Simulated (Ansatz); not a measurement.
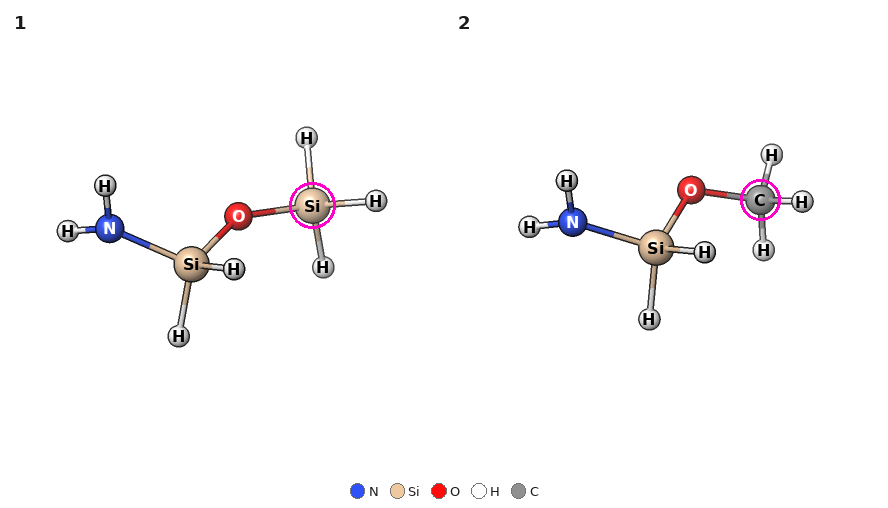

2 molecules with one skeleton, seen from the same side and at one scale; the atom that differs is circled. Charge 0, singlet. Computed geometries: PBE0-D4/def2-TZVP optimisations, one conformation each. Properties computed with Ansatz 0.2.0.

One atom differs, called X below: Si in panel 1, C in panel 2. Their formulas are H7NOSi2 (`N[SiH2]O[SiH3]`), CH7NOSi (`CO[SiH2]N`).

In which is the mean length of X–H larger (PBE0-D4/def2-TZVP)?

Answer. In panel 1 (X = Si).

In which is the dipole moment larger (ωB97M-V/def2-TZVPP)?

Answer. In panel 1 (X = Si).

Give the values. With PBE0-D4/def2-TZVP: mean length of X–H (Å), length of X–O (Å), mean angle O–X–H (°), harmonic zero-point energy (kJ/mol). With ωB97M-V/def2-TZVPP: dipole moment (D), HOMO energy (Kohn–Sham orbital) (eV), HOMO–LUMO gap (eV).

```json
{"quantity": "mean length of X–H (Å)", "1 (Si)": "1.486", "2 (C)": "1.095", "2 − 1": "−0.391"}
{"quantity": "length of X–O (Å)", "1 (Si)": "1.630", "2 (C)": "1.407", "2 − 1": "−0.223"}
{"quantity": "mean angle O–X–H (°)", "1 (Si)": "109.9", "2 (C)": "110.6", "2 − 1": "+0.7"}
{"quantity": "dipole moment (D)", "1 (Si)": "1.21", "2 (C)": "0.52", "2 − 1": "−0.69"}
{"quantity": "HOMO energy (Kohn–Sham orbital) (eV)", "1 (Si)": "−10.31", "2 (C)": "−10.24", "2 − 1": "+0.07"}
{"quantity": "HOMO–LUMO gap (eV)", "1 (Si)": "12.23", "2 (C)": "12.44", "2 − 1": "+0.21"}
{"quantity": "harmonic zero-point energy (kJ/mol)", "1 (Si)": "192.5", "2 (C)": "224.8", "2 − 1": "+32.3"}
```
